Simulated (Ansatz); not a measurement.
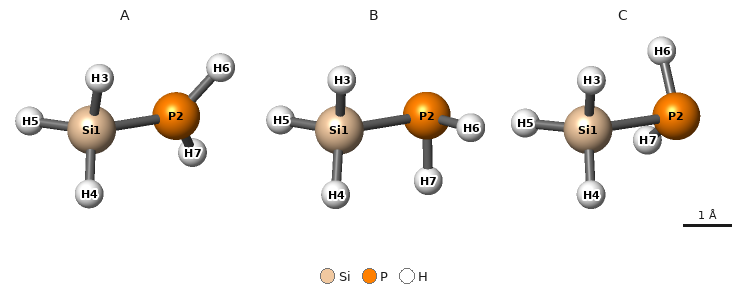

3 geometries from a converged minimum-energy path of SiPH₅, shuffled. Style: ball-and-stick. Shown from a free direction.

The calculation used RKS r2SCAN/def2-SVP (Ansatz 0.2.0). Settings: 9 movable images; climbing image; force threshold 0.03 eV/Å; iteration limit 60; starting path through a guess of the saddle point.

Which frame is the top of the path?

Answer. A. In order along the path, whose images run from 0 to 10: C (image 1, +0.3 kcal/mol), A (image 4, +24.0 kcal/mol), B (image 9, +0.2 kcal/mol). The motion is an umbrella inversion at P2. No bond forms or breaks between the ends. Bond angles that change up to the highest image, for instance: Si1–P2–H7 93.6° → 125.9°, Si1–P2–H6 93.6° → 121.2°.
